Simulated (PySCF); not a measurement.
**EPR calculation of CH4NOSi**

- system: CH4NOSi, multiplicity 2, SMILES NC(=O)[SiH2]
- method: UKS B3LYP, pcH-1 on C H N O Si, non-relativistic, mean-field spin-orbit, GIAO (PySCF 2.14.0)

It belongs to a series of runs on one base structure; here: X = H replaced by CONH2.

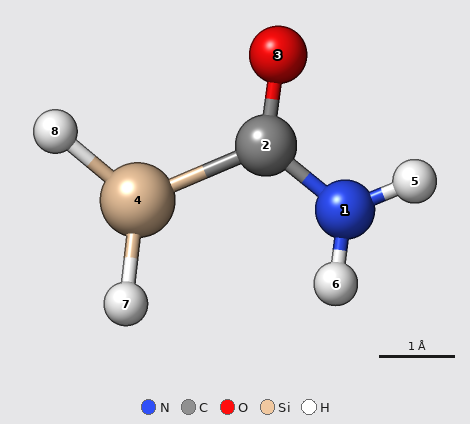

*The input geometry (ball-and-stick view, seen on its broad side; atoms are numbered from 1 in the order of the input).*

Bond lengths as drawn: C–N 1.36 Å, C–O 1.22 Å, C–Si 1.87 Å, H–N 1.00 to 1.01 Å and H–Si 1.44 to 1.46 Å.

**Results in brief**

- outcome: converged
- total energy: −459.958923 hartree
- ⟨S²⟩: 0.754
- isotropic g: 2.0035
- hardware: 1 CPU thread, shared host
- wall time: 12 s
- peak memory: 0.63 GiB

**Input file**
```
{"job": {"kind": "epr", "basis": "pcH-1"}, "charge": 0, "multiplicity": 2}
N      1.283824    -0.445459    -0.183939
C      0.365127     0.536964     0.033646
O      0.705348     1.690623     0.257468
Si    -1.445850     0.087802    -0.099463
H      2.262831    -0.221055    -0.103536
H      1.016773    -1.405526    -0.300329
H     -1.790276    -1.321241     0.024381
H     -2.388720     1.087305     0.347207
```

The first line tells a small driver script what to run in PySCF; the rest is the geometry in Å.

Command:
```bash
OMP_NUM_THREADS=1 python <driver script> task.json out
```

**Output**
```
UKS, coarse grid
  cycle   1  E = -459.79207647  |g| = 6.40e-01
  cycle   2  E = -457.97982369  |g| = 1.89e+00
  cycle   3  E = -459.93844196  |g| = 1.91e-01
  cycle   4  E = -459.95039414  |g| = 1.47e-01
  cycle   5  E = -459.95857825  |g| = 2.40e-02
  cycle   6  E = -459.95889404  |g| = 8.06e-03
  cycle   7  E = -459.95892654  |g| = 2.95e-03
  cycle   8  E = -459.95893400  |g| = 1.38e-03
  cycle   9  E = -459.95893492  |g| = 4.12e-04
UKS, final grid
  cycle   1  E = -459.95892303  |g| = 3.14e-04
  cycle   2  E = -459.95892310  |g| = 3.29e-04
  cycle   3  E = -459.95892316  |g| = 1.03e-04
  cycle   4  E = -459.95892318  |g| = 1.11e-04
  cycle   5  E = -459.95892319  |g| = 4.64e-05
  cycle   6  E = -459.95892319  |g| = 7.13e-06
E = -459.95892319 Eh   <S^2> = 0.7541 (exact 0.7500)
g shifts (ppm)      1          2          3
  rmc          -138       -138       -138
  gc              2         40         38
  oz_so          17        931       3078
  total        -119        833       2978
hyperfine (MHz)  atom isotope    a_iso     a_fc   dipolar eigenvalues
    0   14N      -0.64      -0.63     -1.75     -1.29      3.04
    1   13C     -10.45     -10.43     -4.87      0.73      4.15
    2   17O      -5.29      -5.31    -25.82     10.89     14.94
    3  29Si    -244.34    -245.53   -187.34     93.50     93.84
    4    1H      -3.83      -3.83     -2.49     -1.37      3.86
    5    1H      -1.96      -1.96     -2.36     -0.51      2.87
    6    1H     -21.33     -21.35    -11.86      3.02      8.84
    7    1H     -21.32     -21.34    -11.67      3.36      8.30
```

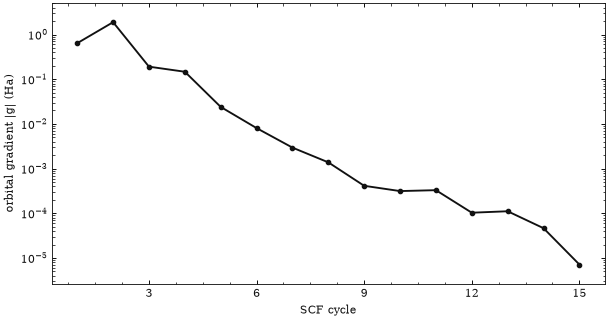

*Convergence of the self-consistent field: orbital gradient |g| against the SCF cycle.*

All cycles printed in the log are drawn one after another.

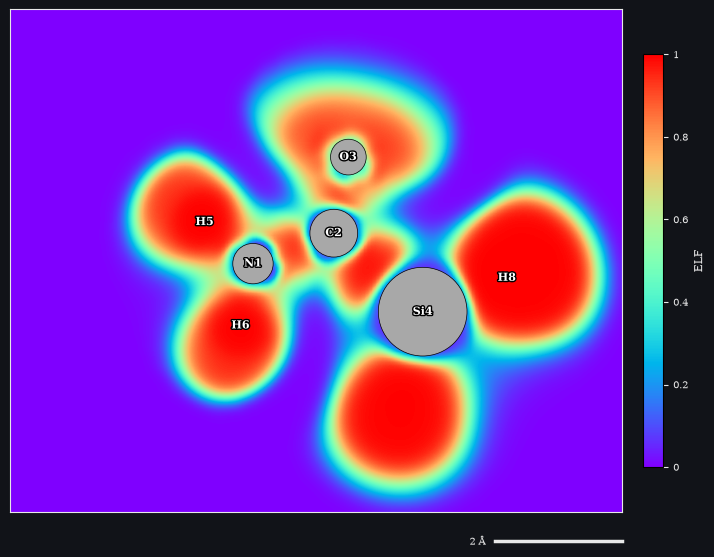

*Electron localisation function on the plane of atoms N1, C2 and Si4. Grey discs, where drawn, cover atomic cores.*

The section cuts through N, C, O, Si and H sites. C–O (1.22 Å): the ELF peaks at about 0.90 between the atoms; a double or triple bond. C–N (1.36 Å): the ELF peaks at about 0.90 between the atoms (a covalent bond). Si–H (1.44 Å): the ELF climbs to about 1 towards the hydrogen.

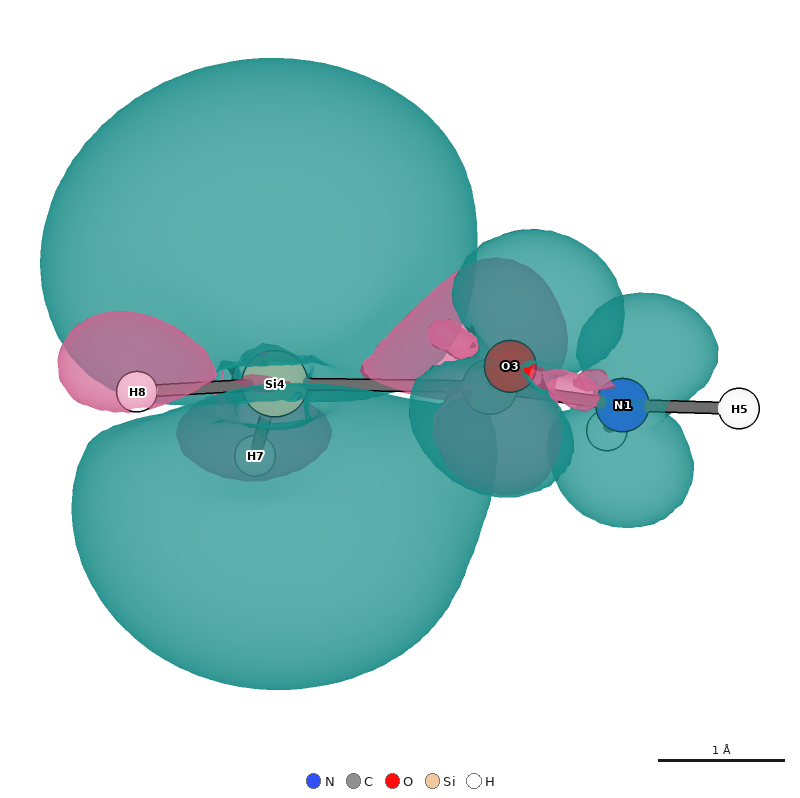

*Isosurfaces of the spin density (α minus β) at +0.004 (teal) and −0.004 e/Å³ (pink), seen from the side.*

The unpaired spin (1 electron) lies mostly on Si4 (about 0.8), in electrons by Hirshfeld's partition.
